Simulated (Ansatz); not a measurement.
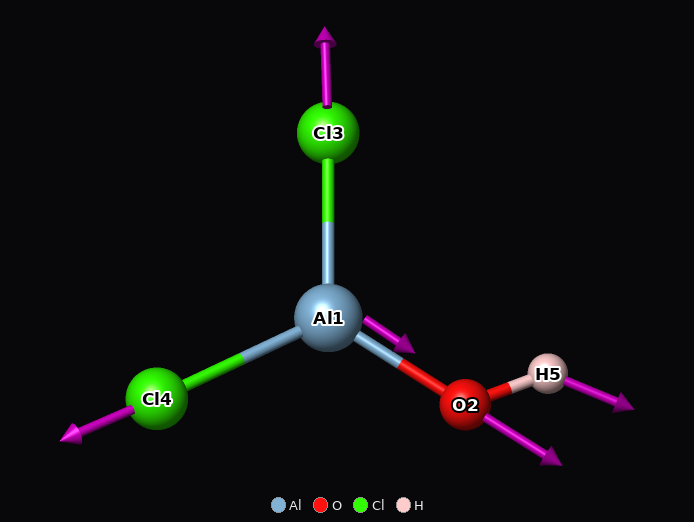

The arrows show one normal mode. Harmonic vibrations computed with RKS PBE0-D4/def2-TZVP (Ansatz 0.2.0) at a stationary point of the same level.

What kind of motion is it?

Answer. Mostly in-phase stretching of 2 Al–Cl bonds.

At what wavenumber does it lie?

Answer. 438 cm⁻¹; it is mode 5 of 9 counted from the lowest.
